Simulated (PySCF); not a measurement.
**C₃H₈FNSi: electronic excitations at several levels of theory**

Aim: compute the electronic excitations of C₃H₈FNSi (`C=C(F)[SiH2]NC`) at several levels, and see how far they spread and what each costs.

The runs use PySCF 2.14.0, with density-fitted response routines of our own; the level of theory stands in each step. All values are computed, except where a source is named. Atoms count from 0, in the outputs and in this text.

## 1. The starting structure

14 atoms, charge 0, multiplicity 1; geometry from: PBE0-D3(BJ)/def2-SVP.

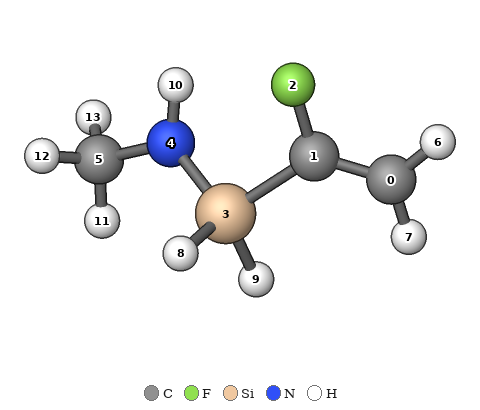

As it starts; carbon grey, fluorine green, silicon light orange, nitrogen blue, hydrogen white, atoms numbered.

## 2. Excited states and response: LDA/def2-SVPD

What the job is given:

```
{"job": {"kind": "uv", "xc": "LDA", "basis": "def2-SVPD", "ip": true}, "charge": 0, "multiplicity": 1}
C      2.859103    -0.248417    -0.104613
C      1.682228     0.374047    -0.121698
F      1.459111     1.351160    -1.029802
Si     0.211733     0.076544     1.023255
N     -1.170737     0.046973    -0.007372
C     -2.525676    -0.205425     0.416488
H      3.655985     0.022634    -0.802949
H      3.039596    -1.047696     0.616438
H      0.196707     1.149623     2.075123
H      0.395460    -1.227715     1.728534
H     -1.090174     0.585972    -0.863529
H     -2.529739    -0.902302     1.270158
H     -3.076031     0.700791     0.736837
H     -3.113138    -0.686750    -0.383350
```

With the program's defaults for keys left out, this is: TDDFT LDA/def2-SVPD, vertical, gas phase, core orbitals frozen in the response.

The run is started by

```console
$ OMP_NUM_THREADS=1 python probes_run.py task.json out
```

This one command runs all jobs of the session in turn.

The log of the run:

```text
coarse grid: 11992 points
cycle   1  E = -559.4149096308  dE =  3.582e-01  |g| = 6.067e-01  |ddm| = 5.055e+00
cycle   2  E = -559.1965588521  dE =  2.184e-01  |g| = 1.134e+00  |ddm| = 2.157e+00
cycle   3  E = -559.4936667034  dE = -2.971e-01  |g| = 1.827e-01  |ddm| = 1.527e+00
cycle   4  E = -559.5016697254  dE = -8.003e-03  |g| = 6.488e-02  |ddm| = 2.868e-01
cycle   5  E = -559.5023781933  dE = -7.085e-04  |g| = 3.544e-02  |ddm| = 9.853e-02
cycle   6  E = -559.5026729688  dE = -2.948e-04  |g| = 9.403e-03  |ddm| = 4.709e-02
cycle   7  E = -559.5026970596  dE = -2.409e-05  |g| = 1.722e-03  |ddm| = 1.420e-02
cycle   8  E = -559.5026978078  dE = -7.482e-07  |g| = 6.163e-04  |ddm| = 3.307e-03
final grid: 111128 points
cycle   9  E = -559.5809759116  dE = -3.553e-05  |g| = 4.222e-03  |ddm| = 1.012e-01
cycle  10  E = -559.5809662709  dE =  9.641e-06  |g| = 8.050e-03  |ddm| = 1.212e-02
cycle  11  E = -559.5809798063  dE = -1.354e-05  |g| = 8.874e-04  |ddm| = 7.594e-03
cycle  12  E = -559.5809799572  dE = -1.510e-07  |g| = 2.254e-04  |ddm| = 1.063e-03
cycle  13  E = -559.5809799684  dE = -1.112e-08  |g| = 6.131e-05  |ddm| = 3.392e-04
cycle  14  E = -559.5809799689  dE = -5.573e-10  |g| = 4.320e-05  |ddm| = 1.259e-04
cycle  15  E = -559.5809799694  dE = -4.679e-10  |g| = 8.191e-06  |ddm| = 5.001e-05
converged SCF energy = -559.5809799694

Static polarisability (au): isotropic 78.754, principal 64.848 70.656 100.758

Singlet excitations
state   eV       nm        f      main configurations
  1   4.1116    301.5   0.00431   H->L 1.00
  2   5.0851    243.8   0.00697   H->L+1 0.99
  3   5.4622    227.0   0.00147   H->L+2 1.00
  4   5.9754    207.5   0.02096   H->L+3 0.98
  5   6.0545    204.8   0.03442   H-1->L+1 0.79, H-1->L 0.19
  6   6.4169    193.2   0.00389   H->L+4 0.85, H->L+5 0.14
  7   6.4669    191.7   0.01346   H->L+5 0.84, H->L+4 0.14
  8   6.5304    189.9   0.03184   H-1->L+2 0.80, H-1->L 0.11
  9   6.6393    186.7   0.00163   H-2->L 0.91
 10   6.7197    184.5   0.18733   H-1->L 0.33, H-3->L 0.22, H-1->L+2 0.16

Triplet excitations (Tamm-Dancoff, eV): 4.0103 4.4860 4.8954 5.3767
Vertical ionisation energy (delta-SCF) = 8.8355 eV
Vertical electron affinity (delta-SCF) = -1.2606 eV
```

It took 51 s on 1 thread of Intel Xeon 6975P-C, shared host; peak memory 0.56 GiB.

Frontier orbitals and where they lie:

```tsv
orbital	eV	atoms
HOMO−3	-8.38	Si3 34 %, H9 24 %, H8 15 %
HOMO−2	-7.87	F2 27 %, C1 26 %, Si3 20 %
HOMO−1	-6.68	C0 38 %, C1 30 %, F2 16 %
HOMO	-5.58	N4 56 %, C5 12 %, Si3 10 %
LUMO	-1.53	C0 34 %, C1 32 %, Si3 10 %
LUMO+1	-0.59	Si3 26 %, C5 12 %, H9 9 %
LUMO+2	-0.15	Si3 33 %, C1 12 %, H9 12 %
```

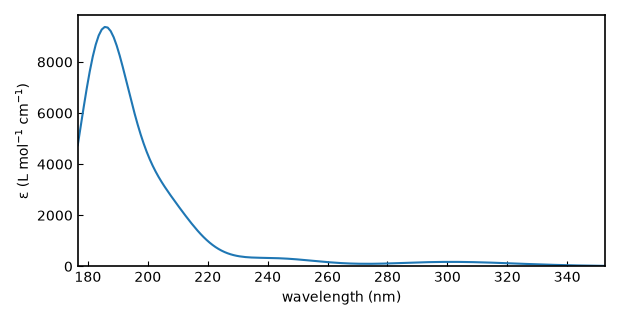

Absorption spectrum: each of the 10 states is a Gaussian band of 0.4 eV half-width at 1/e. Beyond the last state computed it falls off for lack of states.

Further results of this job:

```tsv
property	computed
dipole moment (D)	0.91
polarisability (Å³)	11.67
HOMO–LUMO gap (eV)	4.05
−ε(HOMO) (eV)	5.58
```

## 3. Ultraviolet spectrum: PBE/def2-SVPD

Same as in step 2 but for these lines:

```diff
@@ -1,2 +1,2 @@
-{"job": {"kind": "uv", "xc": "LDA", "basis": "def2-SVPD", "ip": true}, "charge": 0, "multiplicity": 1}
+{"job": {"kind": "uv", "xc": "PBE", "basis": "def2-SVPD", "ip": true}, "charge": 0, "multiplicity": 1}
 C      2.859103    -0.248417    -0.104613
```

Level: TDDFT PBE/def2-SVPD, vertical, gas phase, core orbitals frozen in the response.

The log of the run:

```text
coarse grid: 11992 points
cycle   1  E = -562.2747460340  dE =  3.641e-01  |g| = 6.101e-01  |ddm| = 5.005e+00
cycle   2  E = -562.0698115364  dE =  2.049e-01  |g| = 1.116e+00  |ddm| = 2.172e+00
cycle   3  E = -562.3536525093  dE = -2.838e-01  |g| = 1.710e-01  |ddm| = 1.520e+00
cycle   4  E = -562.3607527171  dE = -7.100e-03  |g| = 6.142e-02  |ddm| = 2.745e-01
cycle   5  E = -562.3614274607  dE = -6.747e-04  |g| = 3.277e-02  |ddm| = 9.612e-02
cycle   6  E = -562.3616846808  dE = -2.572e-04  |g| = 8.655e-03  |ddm| = 4.506e-02
cycle   7  E = -562.3617051279  dE = -2.045e-05  |g| = 1.425e-03  |ddm| = 1.295e-02
cycle   8  E = -562.3617056626  dE = -5.346e-07  |g| = 4.694e-04  |ddm| = 2.858e-03
final grid: 111128 points
cycle   9  E = -562.4539677605  dE = -1.740e-05  |g| = 1.338e-02  |ddm| = 1.169e-01
cycle  10  E = -562.4538675838  dE =  1.002e-04  |g| = 2.532e-02  |ddm| = 4.090e-02
cycle  11  E = -562.4540082979  dE = -1.407e-04  |g| = 2.952e-03  |ddm| = 2.698e-02
cycle  12  E = -562.4540101273  dE = -1.829e-06  |g| = 5.066e-04  |ddm| = 3.187e-03
cycle  13  E = -562.4540101684  dE = -4.113e-08  |g| = 3.121e-04  |ddm| = 8.674e-04
cycle  14  E = -562.4540101954  dE = -2.702e-08  |g| = 3.688e-05  |ddm| = 4.069e-04
cycle  15  E = -562.4540101958  dE = -3.670e-10  |g| = 9.742e-06  |ddm| = 7.406e-05
converged SCF energy = -562.4540101958

Static polarisability (au): isotropic 77.546, principal 63.623 69.600 99.414

Singlet excitations
state   eV       nm        f      main configurations
  1   4.2459    292.0   0.00482   H->L 1.00
  2   5.1815    239.3   0.00623   H->L+1 0.99
  3   5.5438    223.6   0.00153   H->L+2 0.99
  4   5.9700    207.7   0.02052   H->L+3 0.98
  5   6.0795    203.9   0.02880   H-1->L+1 0.82, H-1->L 0.16
  6   6.4253    193.0   0.01501   H->L+4 0.97
  7   6.4532    192.1   0.00285   H->L+5 0.97
  8   6.5236    190.1   0.02447   H-1->L+2 0.85, H-1->L 0.09
  9   6.7145    184.7   0.00168   H-2->L 0.94
 10   6.7645    183.3   0.19857   H-1->L 0.43, H->L+6 0.20, H-1->L+2 0.11

Triplet excitations (Tamm-Dancoff, eV): 4.1349 4.2638 4.9751 5.4438
Vertical ionisation energy (delta-SCF) = 8.6972 eV
Vertical electron affinity (delta-SCF) = -1.4278 eV
```

It took 76 s on 1 thread of Intel Xeon 6975P-C, shared host; peak memory 0.66 GiB.

In short: HOMO -5.49 eV, LUMO -1.30 eV; lowest singlet 4.25 eV.

## 4. Excited states and response: B3LYP/def2-SVPD

Same as in step 3 but for these lines:

```diff
@@ -1,2 +1,2 @@
-{"job": {"kind": "uv", "xc": "PBE", "basis": "def2-SVPD", "ip": true}, "charge": 0, "multiplicity": 1}
+{"job": {"kind": "uv", "xc": "B3LYP", "basis": "def2-SVPD", "ip": true}, "charge": 0, "multiplicity": 1}
 C      2.859103    -0.248417    -0.104613
```

Level: TDDFT B3LYP/def2-SVPD, vertical, gas phase, core orbitals frozen in the response.

The log of the run:

```text
coarse grid: 11992 points
cycle   1  E = -562.8134759340  dE =  4.095e-01  |g| = 5.533e-01  |ddm| = 4.979e+00
cycle   2  E = -562.7381015497  dE =  7.537e-02  |g| = 8.210e-01  |ddm| = 1.582e+00
cycle   3  E = -562.8763294356  dE = -1.382e-01  |g| = 8.538e-02  |ddm| = 9.180e-01
cycle   4  E = -562.8779524188  dE = -1.623e-03  |g| = 2.981e-02  |ddm| = 1.423e-01
cycle   5  E = -562.8781710555  dE = -2.186e-04  |g| = 7.697e-03  |ddm| = 4.314e-02
cycle   6  E = -562.8781789659  dE = -7.910e-06  |g| = 4.903e-03  |ddm| = 1.427e-02
cycle   7  E = -562.8781850616  dE = -6.096e-06  |g| = 3.835e-04  |ddm| = 5.650e-03
final grid: 111128 points
cycle   8  E = -562.9543442619  dE = -2.653e-05  |g| = 5.221e-03  |ddm| = 9.474e-02
cycle   9  E = -562.9543377456  dE =  6.516e-06  |g| = 7.779e-03  |ddm| = 1.511e-02
cycle  10  E = -562.9543503834  dE = -1.264e-05  |g| = 8.548e-04  |ddm| = 7.487e-03
cycle  11  E = -562.9543505366  dE = -1.531e-07  |g| = 1.678e-04  |ddm| = 1.086e-03
cycle  12  E = -562.9543505408  dE = -4.232e-09  |g| = 1.028e-04  |ddm| = 3.155e-04
cycle  13  E = -562.9543505433  dE = -2.561e-09  |g| = 2.289e-05  |ddm| = 1.387e-04
cycle  14  E = -562.9543505435  dE = -1.414e-10  |g| = 3.956e-06  |ddm| = 4.526e-05
converged SCF energy = -562.9543505435

Static polarisability (au): isotropic 74.857, principal 61.846 67.333 95.393

Singlet excitations
state   eV       nm        f      main configurations
  1   5.2059    238.2   0.00307   H->L 0.96
  2   5.7621    215.2   0.00888   H->L+1 0.96
  3   6.2308    199.0   0.00244   H->L+2 0.88, H->L+3 0.08
  4   6.6288    187.0   0.03223   H->L+3 0.86
  5   6.6912    185.3   0.10448   H-1->L+1 0.52, H-1->L 0.38
  6   6.9112    179.4   0.08339   H-1->L+2 0.53, H-1->L 0.20, H-1->L+1 0.19
  7   6.9894    177.4   0.01536   H->L+4 0.66, H->L+5 0.23
  8   7.0956    174.7   0.15964   H-1->L+2 0.39, H-1->L 0.25, H-1->L+1 0.13
  9   7.1335    173.8   0.05654   H->L+5 0.63, H->L+4 0.12
 10   7.2040    172.1   0.00324   H-2->L 0.88

Triplet excitations (Tamm-Dancoff, eV): 4.2409 5.0525 5.5520 6.1103
Vertical ionisation energy (delta-SCF) = 8.8896 eV
```

Wall time 51 s (1 thread of Intel Xeon 6975P-C, shared host); peak memory 0.89 GiB.

Key values: HOMO -6.64 eV, LUMO -0.54 eV; lowest singlet 5.21 eV.

## 5. TDDFT and polarisability: PBE0/def2-SVPD

Same as in step 4 but for these lines:

```diff
@@ -1,2 +1,2 @@
-{"job": {"kind": "uv", "xc": "B3LYP", "basis": "def2-SVPD", "ip": true}, "charge": 0, "multiplicity": 1}
+{"job": {"kind": "uv", "xc": "PBE0", "basis": "def2-SVPD", "ip": true}, "charge": 0, "multiplicity": 1}
 C      2.859103    -0.248417    -0.104613
```

Method: TDDFT PBE0/def2-SVPD, vertical, gas phase, core orbitals frozen in the response.

The log of the run:

```text
coarse grid: 11992 points
cycle   1  E = -562.3818208020  dE =  4.190e-01  |g| = 4.954e-01  |ddm| = 4.703e+00
cycle   2  E = -562.3397871981  dE =  4.203e-02  |g| = 6.776e-01  |ddm| = 1.324e+00
cycle   3  E = -562.4321848541  dE = -9.240e-02  |g| = 6.994e-02  |ddm| = 7.231e-01
cycle   4  E = -562.4332573934  dE = -1.073e-03  |g| = 2.470e-02  |ddm| = 1.173e-01
cycle   5  E = -562.4334052989  dE = -1.479e-04  |g| = 7.601e-03  |ddm| = 3.782e-02
cycle   6  E = -562.4334152331  dE = -9.934e-06  |g| = 3.919e-03  |ddm| = 1.348e-02
cycle   7  E = -562.4334191395  dE = -3.906e-06  |g| = 3.085e-04  |ddm| = 4.766e-03
final grid: 111128 points
cycle   8  E = -562.5020930395  dE = -2.125e-05  |g| = 7.296e-03  |ddm| = 7.702e-02
cycle   9  E = -562.5020843212  dE =  8.718e-06  |g| = 9.835e-03  |ddm| = 2.005e-02
cycle  10  E = -562.5021058098  dE = -2.149e-05  |g| = 1.045e-03  |ddm| = 1.033e-02
cycle  11  E = -562.5021060341  dE = -2.243e-07  |g| = 1.456e-04  |ddm| = 1.181e-03
cycle  12  E = -562.5021060369  dE = -2.774e-09  |g| = 8.908e-05  |ddm| = 2.892e-04
cycle  13  E = -562.5021060388  dE = -1.939e-09  |g| = 2.502e-05  |ddm| = 1.295e-04
cycle  14  E = -562.5021060390  dE = -1.646e-10  |g| = 4.468e-06  |ddm| = 4.389e-05
converged SCF energy = -562.5021060390

Static polarisability (au): isotropic 74.270, principal 61.338 66.711 94.762

Singlet excitations
state   eV       nm        f      main configurations
  1   5.3867    230.2   0.00221   H->L 0.94
  2   5.9681    207.7   0.01094   H->L+1 0.94
  3   6.4293    192.8   0.00243   H->L+2 0.83, H->L+3 0.12
  4   6.8480    181.1   0.10626   H->L+3 0.41, H-1->L 0.33, H-1->L+1 0.15
  5   6.8872    180.0   0.11472   H->L+3 0.45, H-1->L 0.27, H-1->L+1 0.17
  6   7.0916    174.8   0.09696   H-1->L+1 0.40, H-1->L+2 0.28, H-1->L 0.19
  7   7.2317    171.4   0.01839   H->L+4 0.55, H->L+5 0.30, H->L+6 0.08
  8   7.2766    170.4   0.01936   H-2->L 0.72, H-1->L+2 0.15
  9   7.2863    170.2   0.10714   H-1->L+2 0.52, H-2->L 0.18, H-1->L 0.14
 10   7.3884    167.8   0.01507   H->L+5 0.62, H->L+4 0.20, H->L+6 0.10

Triplet excitations (Tamm-Dancoff, eV): 4.1606 5.2053 5.7218 6.2696
Vertical ionisation energy (delta-SCF) = 8.8692 eV
```

Wall time 59 s (1 thread of Intel Xeon 6975P-C, shared host); peak memory 0.86 GiB.

In short: HOMO -6.85 eV, LUMO -0.32 eV; lowest singlet 5.39 eV.

## 6. TDDFT and polarisability: BHandHLYP/def2-SVPD

Same as in step 5 but for these lines:

```diff
@@ -1,2 +1,2 @@
-{"job": {"kind": "uv", "xc": "PBE0", "basis": "def2-SVPD", "ip": true}, "charge": 0, "multiplicity": 1}
+{"job": {"kind": "uv", "xc": "BHandHLYP", "basis": "def2-SVPD", "ip": true}, "charge": 0, "multiplicity": 1}
 C      2.859103    -0.248417    -0.104613
```

With the program's defaults for keys left out, this is: TDDFT BHandHLYP/def2-SVPD, vertical, gas phase, core orbitals frozen in the response.

The log of the run:

```text
coarse grid: 11992 points
cycle   1  E = -562.6771473864  dE =  5.019e-01  |g| = 4.892e-01  |ddm| = 4.660e+00
cycle   2  E = -562.6843723469  dE = -7.225e-03  |g| = 4.956e-01  |ddm| = 1.092e+00
cycle   3  E = -562.7294874027  dE = -4.512e-02  |g| = 5.230e-02  |ddm| = 4.779e-01
cycle   4  E = -562.7301052532  dE = -6.179e-04  |g| = 1.205e-02  |ddm| = 8.542e-02
cycle   5  E = -562.7301429588  dE = -3.771e-05  |g| = 4.112e-03  |ddm| = 3.168e-02
cycle   6  E = -562.7301472634  dE = -4.305e-06  |g| = 8.050e-04  |ddm| = 5.420e-03
final grid: 111128 points
cycle   7  E = -562.7799772751  dE = -1.272e-05  |g| = 3.155e-03  |ddm| = 5.404e-02
cycle   8  E = -562.7799770714  dE =  2.037e-07  |g| = 3.479e-03  |ddm| = 9.281e-03
cycle   9  E = -562.7799794155  dE = -2.344e-06  |g| = 2.325e-04  |ddm| = 3.046e-03
cycle  10  E = -562.7799794267  dE = -1.114e-08  |g| = 9.790e-05  |ddm| = 5.753e-04
cycle  11  E = -562.7799794291  dE = -2.390e-09  |g| = 2.550e-05  |ddm| = 2.387e-04
cycle  12  E = -562.7799794292  dE = -1.608e-10  |g| = 7.486e-06  |ddm| = 3.979e-05
converged SCF energy = -562.7799794292

Static polarisability (au): isotropic 71.930, principal 59.643 64.650 91.496

Singlet excitations
state   eV       nm        f      main configurations
  1   6.2276    199.1   0.00101   H->L 0.64, H->L+1 0.24
  2   6.8268    181.6   0.00745   H->L+1 0.65, H->L 0.28
  3   7.1083    174.4   0.16259   H->L+2 0.36, H-1->L 0.30, H->L+3 0.16
  4   7.1886    172.5   0.27512   H-1->L 0.58, H->L+2 0.18, H->L+3 0.11
  5   7.4618    166.2   0.01342   H-1->L+1 0.35, H-1->L+2 0.31, H-1->L+3 0.15
  6   7.5368    164.5   0.05074   H->L+3 0.55, H->L+2 0.16
  7   7.6229    162.6   0.04723   H-1->L+2 0.59, H-1->L+1 0.11, H-1->L+3 0.09
  8   7.7613    159.7   0.01054   H-2->L 0.45, H->L+6 0.16, H->L+4 0.15
  9   7.7996    159.0   0.01050   H-2->L 0.29, H->L+4 0.23, H->L+6 0.20
 10   8.0806    153.4   0.00809   H->L+5 0.73, H->L+6 0.12, H->L+2 0.09

Triplet excitations (Tamm-Dancoff, eV): 4.0925 5.9432 6.5706 6.9277
Vertical ionisation energy (delta-SCF) = 8.8740 eV
```

It took 48 s on 1 thread of Intel Xeon 6975P-C, shared host; peak memory 0.85 GiB.

This run: HOMO -8.16 eV, LUMO 0.72 eV; lowest singlet 6.23 eV.

## 7. Ultraviolet spectrum: CAM-B3LYP/def2-SVPD

Same as in step 6 but for these lines:

```diff
@@ -1,2 +1,2 @@
-{"job": {"kind": "uv", "xc": "BHandHLYP", "basis": "def2-SVPD", "ip": true}, "charge": 0, "multiplicity": 1}
+{"job": {"kind": "uv", "xc": "CAM-B3LYP", "basis": "def2-SVPD", "ip": true}, "charge": 0, "multiplicity": 1}
 C      2.859103    -0.248417    -0.104613
```

With the program's defaults for keys left out, this is: TDDFT CAM-B3LYP/def2-SVPD, vertical, gas phase, core orbitals frozen in the response.

The log of the run:

```text
coarse grid: 11992 points
cycle   1  E = -562.6824221599  dE =  4.953e-01  |g| = 5.153e-01  |ddm| = 4.838e+00
cycle   2  E = -562.6732328055  dE =  9.189e-03  |g| = 5.998e-01  |ddm| = 1.170e+00
cycle   3  E = -562.7382486604  dE = -6.502e-02  |g| = 5.084e-02  |ddm| = 5.400e-01
cycle   4  E = -562.7387550072  dE = -5.063e-04  |g| = 1.891e-02  |ddm| = 8.254e-02
cycle   5  E = -562.7388276713  dE = -7.266e-05  |g| = 8.726e-03  |ddm| = 3.962e-02
cycle   6  E = -562.7388434941  dE = -1.582e-05  |g| = 1.847e-03  |ddm| = 9.971e-03
cycle   7  E = -562.7388443506  dE = -8.565e-07  |g| = 4.258e-04  |ddm| = 2.815e-03
final grid: 111128 points
cycle   8  E = -562.8167524917  dE = -2.134e-05  |g| = 3.321e-03  |ddm| = 5.279e-02
cycle   9  E = -562.8167522165  dE =  2.751e-07  |g| = 3.794e-03  |ddm| = 9.877e-03
cycle  10  E = -562.8167549774  dE = -2.761e-06  |g| = 3.924e-04  |ddm| = 3.275e-03
cycle  11  E = -562.8167550052  dE = -2.784e-08  |g| = 1.279e-04  |ddm| = 6.368e-04
cycle  12  E = -562.8167550089  dE = -3.728e-09  |g| = 3.283e-05  |ddm| = 3.463e-04
cycle  13  E = -562.8167550092  dE = -2.633e-10  |g| = 1.177e-05  |ddm| = 5.534e-05
converged SCF energy = -562.8167550092

Static polarisability (au): isotropic 73.565, principal 61.039 66.435 93.221

Singlet excitations
state   eV       nm        f      main configurations
  1   5.8853    210.7   0.00043   H->L 0.61, H->L+1 0.29
  2   6.4443    192.4   0.01002   H->L+1 0.60, H->L 0.33
  3   6.7597    183.4   0.00689   H->L+2 0.51, H->L+3 0.26
  4   7.0545    175.8   0.38075   H-1->L 0.88
  5   7.2419    171.2   0.05197   H->L+3 0.60, H->L+2 0.13
  6   7.2943    170.0   0.02035   H-1->L+1 0.43, H-1->L+2 0.20, H-1->L+3 0.18
  7   7.4366    166.7   0.00436   H->L+4 0.28, H->L+6 0.23, H-1->L+2 0.12
  8   7.4716    165.9   0.01222   H-2->L 0.62, H-1->L+2 0.17
  9   7.4999    165.3   0.04282   H-1->L+2 0.38, H-1->L+3 0.10, H->L+4 0.09
 10   7.7492    160.0   0.00653   H->L+5 0.61, H->L+6 0.20, H->L+2 0.13

Triplet excitations (Tamm-Dancoff, eV): 4.1875 5.6288 6.2214 6.5807
Vertical ionisation energy (delta-SCF) = 9.0319 eV
```

Wall time 60 s (1 thread of Intel Xeon 6975P-C, shared host); peak memory 0.99 GiB.

Key values: HOMO -8.25 eV, LUMO 0.80 eV; lowest singlet 5.89 eV.

## 8. TDDFT and polarisability: wB97X-D/def2-SVPD

Same as in step 7 but for these lines:

```diff
@@ -1,2 +1,2 @@
-{"job": {"kind": "uv", "xc": "CAM-B3LYP", "basis": "def2-SVPD", "ip": true}, "charge": 0, "multiplicity": 1}
+{"job": {"kind": "uv", "xc": "wB97X-D", "basis": "def2-SVPD", "ip": true}, "charge": 0, "multiplicity": 1}
 C      2.859103    -0.248417    -0.104613
```

Level: TDDFT wB97X-D/def2-SVPD, vertical, gas phase, core orbitals frozen in the response.

The log of the run:

```text
coarse grid: 11992 points
cycle   1  E = -562.7077140502  dE =  5.028e-01  |g| = 5.089e-01  |ddm| = 4.604e+00
cycle   2  E = -562.7132986478  dE = -5.585e-03  |g| = 5.344e-01  |ddm| = 1.120e+00
cycle   3  E = -562.7636213802  dE = -5.032e-02  |g| = 4.814e-02  |ddm| = 4.556e-01
cycle   4  E = -562.7641218450  dE = -5.005e-04  |g| = 1.911e-02  |ddm| = 9.582e-02
cycle   5  E = -562.7641988699  dE = -7.702e-05  |g| = 8.839e-03  |ddm| = 4.961e-02
cycle   6  E = -562.7642160837  dE = -1.721e-05  |g| = 1.243e-03  |ddm| = 1.473e-02
cycle   7  E = -562.7642167041  dE = -6.204e-07  |g| = 4.938e-04  |ddm| = 5.535e-03
final grid: 111128 points
cycle   8  E = -562.8383930319  dE = -8.518e-05  |g| = 6.845e-03  |ddm| = 1.174e-01
cycle   9  E = -562.8383926437  dE =  3.882e-07  |g| = 7.604e-03  |ddm| = 2.007e-02
cycle  10  E = -562.8384029295  dE = -1.029e-05  |g| = 4.090e-04  |ddm| = 6.702e-03
cycle  11  E = -562.8384029923  dE = -6.278e-08  |g| = 2.796e-04  |ddm| = 2.369e-03
cycle  12  E = -562.8384030084  dE = -1.604e-08  |g| = 7.151e-05  |ddm| = 4.671e-04
cycle  13  E = -562.8384030100  dE = -1.663e-09  |g| = 1.552e-05  |ddm| = 2.523e-04
cycle  14  E = -562.8384030102  dE = -1.526e-10  |g| = 5.755e-06  |ddm| = 1.165e-04
converged SCF energy = -562.8384030102

Static polarisability (au): isotropic 73.637, principal 61.302 66.348 93.260

Singlet excitations
state   eV       nm        f      main configurations
  1   5.9726    207.6   0.00042   H->L 0.64, H->L+1 0.28
  2   6.5467    189.4   0.01391   H->L+1 0.63, H->L 0.31
  3   6.8710    180.4   0.00860   H->L+2 0.47, H->L+3 0.33
  4   7.0842    175.0   0.39739   H-1->L 0.91
  5   7.4447    166.5   0.00285   H-2->L 0.48, H-1->L+1 0.24, H-1->L+3 0.09
  6   7.4560    166.3   0.04447   H->L+3 0.52, H->L+2 0.20
  7   7.4810    165.7   0.00492   H-2->L 0.40, H-1->L+1 0.24, H-1->L+3 0.19
  8   7.6161    162.8   0.06022   H-1->L+2 0.75
  9   7.6835    161.4   0.01729   H->L+4 0.37, H->L+5 0.22, H->L+6 0.21
 10   7.9918    155.1   0.00718   H->L+5 0.52, H->L+6 0.27, H->L+2 0.12

Triplet excitations (Tamm-Dancoff, eV): 4.3166 5.7765 6.3281 6.7609
Vertical ionisation energy (delta-SCF) = 8.9969 eV
```

It took 57 s on 1 thread of Intel Xeon 6975P-C, shared host; peak memory 0.92 GiB.

Key values: HOMO -8.74 eV, LUMO 1.50 eV; lowest singlet 5.97 eV.

[end of part 1 of 2]
